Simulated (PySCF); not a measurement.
Input

```
{"job": {"kind": "uv", "xc": "B3LYP", "basis": "def2-SVPD", "nstates": 8, "ntriplets": 3}, "charge": 0, "multiplicity": 1}
P      3.947753     0.560218    -0.227370
C      2.406995     0.343105    -0.140006
C      1.022570     0.146251    -0.060318
C      0.155418     1.241179     0.039847
C     -1.207303     1.039544     0.117827
C     -1.726991    -0.245818     0.095497
C     -0.875336    -1.335785    -0.002335
C      0.489528    -1.148465    -0.077999
H      0.566811     2.240175     0.055395
H     -1.869788     1.889217     0.197297
H     -2.794180    -0.398051     0.154277
H     -1.278978    -2.337685    -0.018633
H      1.159113    -1.993399    -0.151205
```

Run with:

```sh
OMP_NUM_THREADS=1 python probes_run.py task.json out
```

Geometry: GFN2-xTB.

Level of theory: B3LYP/def2-SVPD, SCF density, gas phase (PySCF 2.14.0).

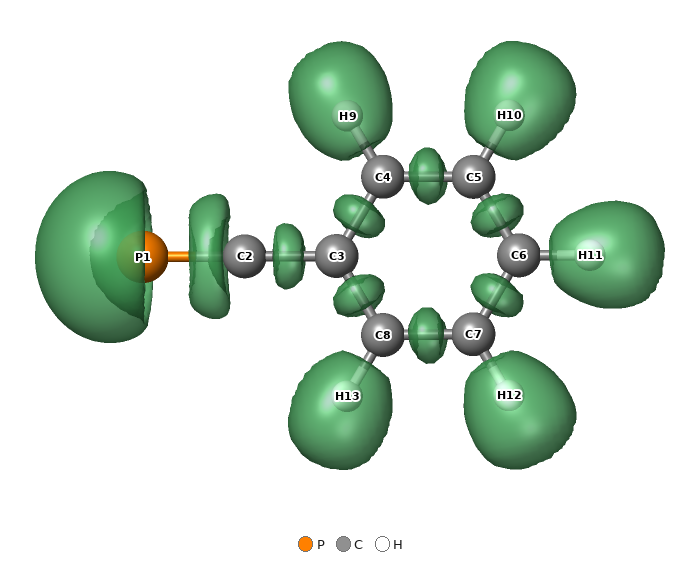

C7H5P (SMILES P#Cc1ccccc1). Isosurface of the ELF at 0.8 (green), seen across its widest extent. Core shells and regions of very low density are left out.

Q: What do the ELF domains correspond to?

A: At this value the surface marks out seven regions between bonded C–C atoms (shared pairs), one region between bonded C–P atoms (shared pairs), five regions around hydrogen nuclei and one lobe on P, pointing away from the bonds (lone pairs).

Values along the shortest contacts:
C–C (1.38 Å): the ELF peaks at about 0.95 between the atoms: localised, covalent bonding. C–P (1.56 Å): the ELF peaks at about 0.85 between the atoms (localised, covalent bonding).
